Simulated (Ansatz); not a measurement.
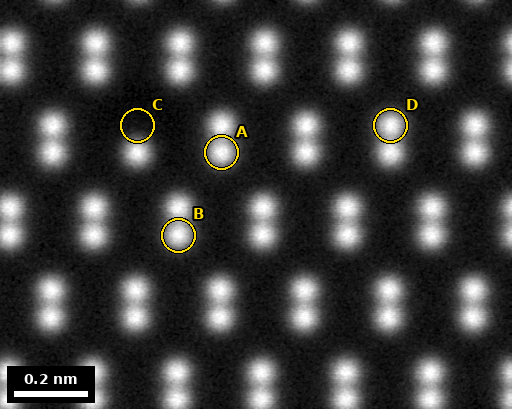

Z-contrast image of Zn (P6_3/mmc, No. 194) along [101]. Simulated incoherent Z contrast: every atom adds Z^1.7 spread by a probe of 0.53 Å full width; channelling and multiple scattering are left out. The probe carries 25 % of its weight in a tail 2.5 times as wide. The display is stretched by a gamma of 0.65; percentages refer to the linear signal. Shot noise and a slight drift were added.

The sample is 1 repeat (5.7 Å) thick. One point defect was put into the perfect crystal, without relaxing the atoms around it. Brightness is counted from the darkest point of the image. Host structure: the end point of a relaxation at fixed volume with DFT r2SCAN, scalar-relativistic, plane waves, PAW (Ansatz).

Which ringed column holds the defect, and does it scatter more or less than its equals?

Answer. C; it scatters less. The column holds 1 atom (Zn) through the sample, and one Zn atom is missing, so its peak vanishes.
